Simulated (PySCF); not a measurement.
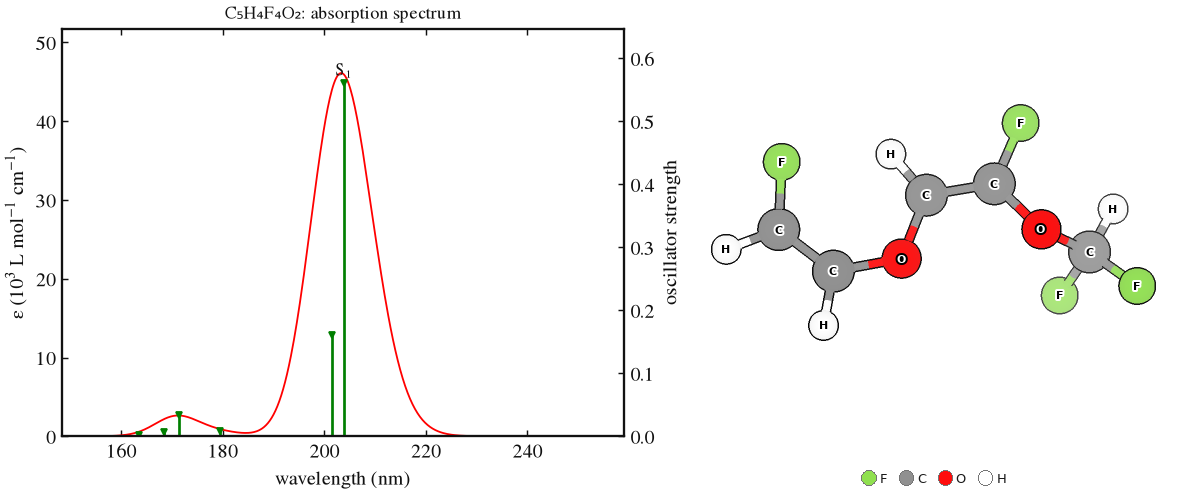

Computed absorption of C₅H₄F₄O₂, SMILES F/C=C\O/C=C(/F)OC(F)F. Vertical TDDFT excitations, ωB97X-D/def2-SVPD (IEF-PCM chloroform) in PySCF, at a PBE0-D3(BJ)/def2-SVP geometry (no frequency check). The lowest 6 singlet states are shown; each is broadened by a Gaussian of 1/e half-width 0.25 eV. Sticks give oscillator strengths (right axis).

Question: Does any vertical transition fall in the visible?

Answer: No singlet lies below 3.1 eV (beyond 400 nm), so at this level no vertical transition falls in the visible.

Question: Where is the maximum of the broadened curve, and how high is it?

Answer: At about 6.1 eV (203 nm), with ε near 46000 L mol⁻¹ cm⁻¹.

Question: List the transitions behind the spectrum.

Answer:
```csv
state,E (eV),λ (nm),f,main character
S1,6.08,204,0.562,HOMO → LUMO (85 %)
S2,6.15,201,0.160,HOMO → LUMO+1 (64 %)
S3,6.91,179,0.008,HOMO → LUMO+2 (50 %)
S4,7.23,171,0.034,HOMO → LUMO+3 (96 %)
S5,7.36,169,0.006,HOMO → LUMO+5 (33 %)
S6,7.58,163,0.001,HOMO → LUMO+4 (66 %)
```

Note: one conformer of a flexible molecule; core orbitals are frozen in the response.
